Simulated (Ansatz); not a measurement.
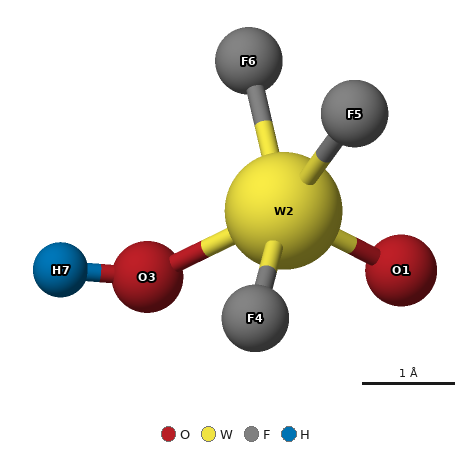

Figure 1. The input geometry (ball-and-stick view, seen at a tilt; atoms are numbered from 1 in the order of the input). Sticks mark near contacts. Bond lengths as drawn: F–W 1.86 Å, H–O 0.96 Å and O–W 1.67 to 1.86 Å.

## Single-point calculation, with input and output: WHO₂F₃

- system: WHO₂F₃, SMILES [O]=[W]([OH])([F])([F])[F]
- method: RKS PBE0-D4/def2-TZVPP (Ansatz 0.2.0)

The geometry comes from this level: PBE0-D4/def2-TZVP.

Input file
```yaml
crystal:
  periodic: [false, false, false]
  atoms:
    - {symbol: O, position_ang: [-1.646950, -0.575134, 0.765462]}
    - {symbol: W, position_ang: [-0.346569, 0.116580, -0.031730]}
    - {symbol: O, position_ang: [1.080144, -0.951339, 0.503521]}
    - {symbol: F, position_ang: [-0.278736, -0.704781, -1.701017]}
    - {symbol: F, position_ang: [-1.053776, 1.542374, -0.989276]}
    - {symbol: F, position_ang: [0.287464, 1.454615, 1.096669]}
    - {symbol: H, position_ang: [2.019624, -0.950314, 0.310671]}
basis:
  gaussian: {orbitals: def2-TZVPP}
hamiltonian: {xc: pbe0, dispersion: d4}
output: {orbitals: {seedname: orbitals}}
```

Run as:
```bash
ansatz run in.yaml --threads 4 --pin off --events-out ev --progress --plain --max-ram 10444MiB
```

Output
```
Functional definition: PBE0
  name "PBE0"
  cite "Adamo & Barone, J. Chem. Phys. 110, 6158 (1999) doi:10.1063/1.478522"
  cite "Perdew, Burke & Ernzerhof, Phys. Rev. Lett. 77, 3865 (1996) doi:10.1103/PhysRevLett.77.3865"
  parent pbe
  parameter a = 0.25
  parameter kappa = 0.804
  parameter beta = 0.06672455060314922
  exchange = (1 - a)*pbe_x(kappa = kappa, mu = beta*pi^2/3) + a*exact_x
  correlation = pbe_c(beta = beta)
1229 factors; their error is unknown
mean field evaluation 1: about -14069.7455 eV, gradient 1.1e2 eV
mean field evaluation 2: about -13892.4017 eV, gradient 3.2e2 eV
mean field evaluation 4: about -14085.0931 eV, gradient 3.5e1 eV
mean field evaluation 8: about -14087.0654 eV, gradient 2.8e-1 eV
mean field evaluation 16: about -14087.1250 eV, gradient 1.4e-4 eV
mean field -14087.12500264 eV, -517.6922952506 hartree, gradient 2.8e-5 eV, S^2 0.000000; 0 other end points of the search recorded, 0 dependent functions left out
reference -14087.12503307 eV, -517.6922963691 hartree; 29, 29 occupied and 196, 196 virtual orbitals, 1229 factors
Total energy: -14087.25418795 eV, -517.6970427232 hartree
```

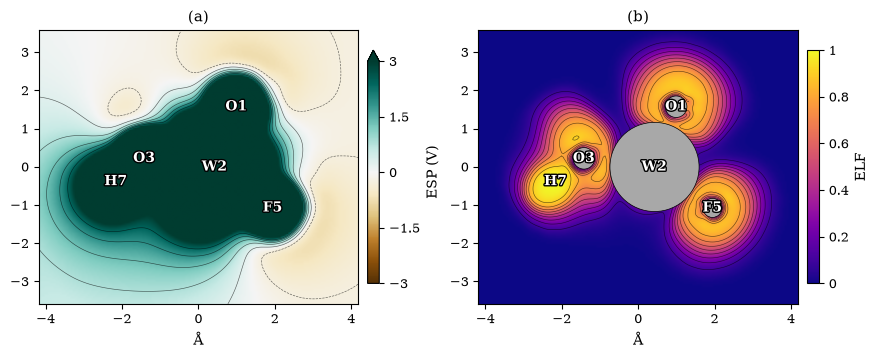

Figure 2. (a) molecular electrostatic potential; (b) electron localisation function on the plane of atoms O1, W2 and O3. Grey discs, where drawn, cover atomic cores. Atoms in the plane: O, W, F and H. W–O (1.67 Å): the ELF peaks at about 0.80 in the valence shell of O, 0.5 Å from its nucleus, and drops to about 0.40 between the two atoms. W–F (1.86 Å): the ELF peaks at about 0.80 in the valence shell of F, 0.5 Å from its nucleus, and drops to about 0.25 between the two atoms. O–H (0.96 Å): the ELF climbs to about 1 towards the hydrogen, as it does in any bond to H; a covalent bond by its length. W–O (1.86 Å): the ELF peaks at about 0.80 in the valence shell of O, 0.5 Å from its nucleus, and drops to about 0.30 between the two atoms.

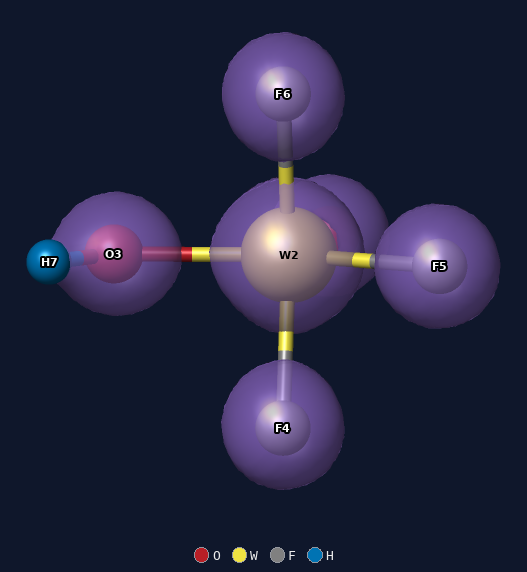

Figure 3. Isosurface of the total electron density at 1.5 e/Å³ (purple), seen face on. At this value the surface falls into five separate pieces. It is pinched off along the W–F (1.86 Å) and W–O (1.86 Å) contacts. On the grid the lowest density along these lines, outside the cores, is 1.9 e/Å³ (W–O, 1.67 Å), 1.1 e/Å³ (W–F, 1.86 Å), 2.4 e/Å³ (O–H, 0.96 Å) and 1.2 e/Å³ (W–O, 1.86 Å).

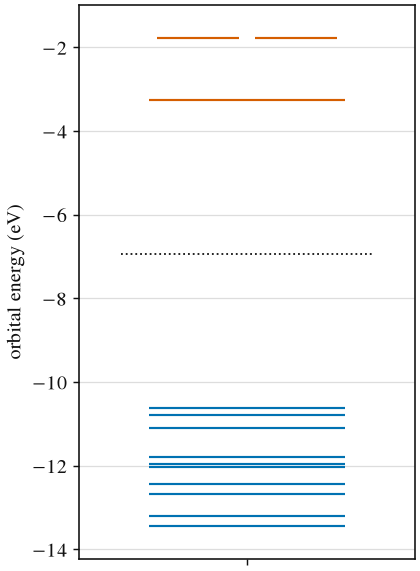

Figure 4. Orbital energies near the frontier; the dotted line parts filled from empty levels, and levels within 0.02 eV of each other stand side by side. Highest filled −10.62 eV, lowest empty −3.27 eV, 7.35 eV apart.

Results in brief

| quantity | value |
| --- | --- |
| outcome | converged |
| total energy | −14087.2542 eV |
| mean-field energy | −14087.1250 eV |
| dispersion energy | −0.1292 eV |
| SCF solution under orbital rotations | stable |
| HOMO | −10.62 eV |
| LUMO | −3.27 eV |
| hardware | 4 threads of Intel Xeon @ 2.50GHz, 180 GiB of memory available, shared host |
| wall time | 8.5 s (CPU time 20 s) |
| peak memory | 0.53 GiB |
